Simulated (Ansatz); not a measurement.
# OF2 (SMILES FOF) at BHLYP/STO-3G

What is the electronic atomisation energy of OF2 at BHLYP/STO-3G? 

The results are computed with Ansatz 0.2.0.

43 further runs of the same task are left out: 6 that didn't finish, 37 set aside as unsound or not needed.

### Step 1. Starting point

The species is OF2 (3 atoms), meant as a singlet with charge 0. SMILES: `FOF`. The coordinates come from a PBE0-D4/def2-TZVP relaxation.

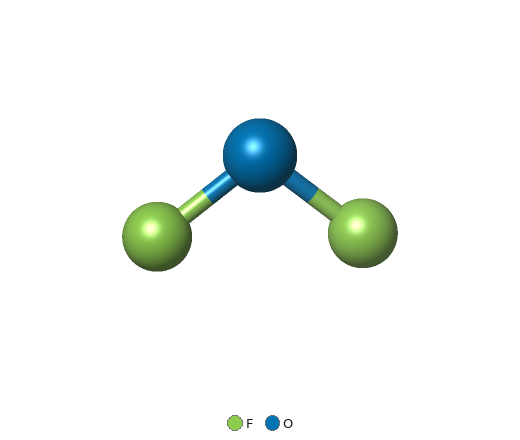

Viewed from a chosen angle; fluorine green, oxygen blue.

### Step 2. A single-point energy at BHLYP/STO-3G

File job.yaml:

```yaml
crystal:
  periodic: [false, false, false]
  atoms:
    - {symbol: F, position_ang: [0.953290, -0.339960, 0.488270]}
    - {symbol: O, position_ang: [0.000520, 0.563910, 0.062040]}
    - {symbol: F, position_ang: [-0.953810, -0.223960, -0.550310]}
basis:
  gaussian:
    orbitals: STO-3G
hamiltonian:
  xc: {name: BHLYP}
accuracy: high
```

The run is started by

```bash
$ ansatz run job.yaml --threads 1 --pin off --max-ram 3480MiB --events-out events.jsonl --progress --plain --runs-dir runs
```

Log:

```text
Warning: RAYON_NUM_THREADS=1 ignored (pool sized by the plan → 1); use --threads N
Functional definition: BHLYP
  name "BHLYP"
  parameter a = 0.5
  exchange = (1 - a)*b88_x + a*exact_x
  correlation = lyp_c
250 factors; integrals over basis functions are off by at most 4.6e-8 eV
mean field evaluation 1: about -7366.5001 eV, gradient 1.8e1 eV
mean field evaluation 2: about -7366.8644 eV, gradient 1.5e1 eV
mean field evaluation 4: about -7367.5660 eV, gradient 8.8e-2 eV
mean field evaluation 8: about -7367.6535 eV, gradient 6.6e-4 eV
mean field evaluation 16: about -7367.6535 eV, gradient 4.6e-8 eV
mean field -7367.65347787 eV, -270.7562713368 hartree, gradient 4.6e-8 eV, S^2 0.000000; 0 other end points of the search recorded, 0 dependent functions left out
reference -7367.65348610 eV, -270.7562716394 hartree; 13, 13 occupied and 2, 2 virtual orbitals, 250 factors
Total energy: -7367.65348610 eV, -270.7562716394 hartree
```

It took 0.32 s on 1 thread of Intel Xeon 6975P-C (Granite Rapids), shared host.

### Step 3. The F atom

File job.yaml:

```yaml
crystal:
  periodic: [false, false, false]
  atoms:
    - {symbol: F, position_ang: [0.000000, 0.000000, 0.000000]}
basis:
  gaussian: {orbitals: STO-3G}
hamiltonian: {xc: {name: BHLYP}}
accuracy: high
magnetization: {spin_polarized: true, initial_magnetization: 1}
```

The run is started by

```bash
$ ansatz run job.yaml --threads 1 --pin off --max-ram 3480MiB --events-out events.jsonl --progress --plain --runs-dir runs
```

Log, shortened:

```text
Warning: RAYON_NUM_THREADS=1 ignored (pool sized by the plan → 1); use --threads N
[... 5 set-up lines as earlier in the session ...]
15 factors; integrals over basis functions are off by at most 1.2e-9 eV
mean field evaluation 1: about -2674.1239 eV, gradient 1.7e-12 eV
mean field evaluation 2: about -2674.1249 eV, gradient 9.3e-12 eV
mean field -2674.12489434 eV, -98.2722772800 hartree, gradient 0.0e0 eV, S^2 0.750000; 0 other end points of the search recorded, 0 dependent functions left out
reference -2674.12489910 eV, -98.2722774549 hartree; 5, 4 occupied and 0, 1 virtual orbitals, 15 factors
Total energy: -2674.12489910 eV, -98.2722774549 hartree
```

Run time: 0.1 s. Hardware: 1 thread of Intel Xeon 6975P-C (Granite Rapids), shared host.

### Step 4. The O atom at the same level

File run.yaml:

```yaml
crystal:
  periodic: [false, false, false]
  atoms:
    - {symbol: O, position_ang: [0.000000, 0.000000, 0.000000]}
basis:
  gaussian:
    orbitals: STO-3G
magnetization:
  spin_polarized: true
  initial_magnetization: 2
accuracy: high
hamiltonian:
  xc: {name: BHLYP}
```

Run the same way, it converges to -74.03523 Eh (log not shown).

### Step 5. Results

Level: BHLYP/STO-3G.

| quantity | value |
| --- | --- |
| molecule: total energy | -270.75627 Eh |
| F atom: total energy | -98.27228 Eh |
| F atom: ⟨S²⟩ | 0.750 |
| O atom: total energy | -74.03523 Eh |
| O atom: ⟨S²⟩ | 2.000 |
| electronic atomisation energy | 4.802 eV |

**Reading.** Taking the molecule apart into free atoms costs 4.80 eV (463 kJ/mol), before zero-point energy and without spin-orbit coupling. In a minimal basis such a difference can be off by several eV, whatever the method.
